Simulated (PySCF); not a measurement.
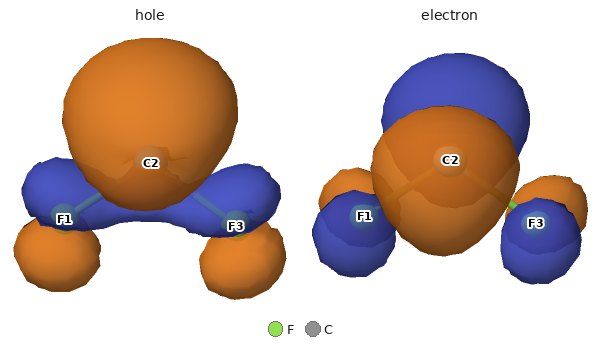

CF2, SMILES `F[C]F`. Leading natural transition orbital pair of S₁ (full linear response singlet states); the surfaces enclose about 85 % of each orbital's density.

Level of theory: BHandHLYP/cc-pVTZ (PySCF), at a geometry from GFN2-xTB. No frequency check shows the geometry to be a minimum. Without diffuse functions Rydberg states are missing, so the states' numbers hold for this basis only.

Where does the state lie, and where do hole and electron sit?

4.80 eV (258 nm), f = 0.035; the leading pair carries 100 %; hole on C2 (70 %) and F1 and F3 (15 % each), electron on C2 (72 %) and F1 and F3 (14 % each); their centroids lie 0.2 Å apart. The HOMO–LUMO gap is 9.49 eV.
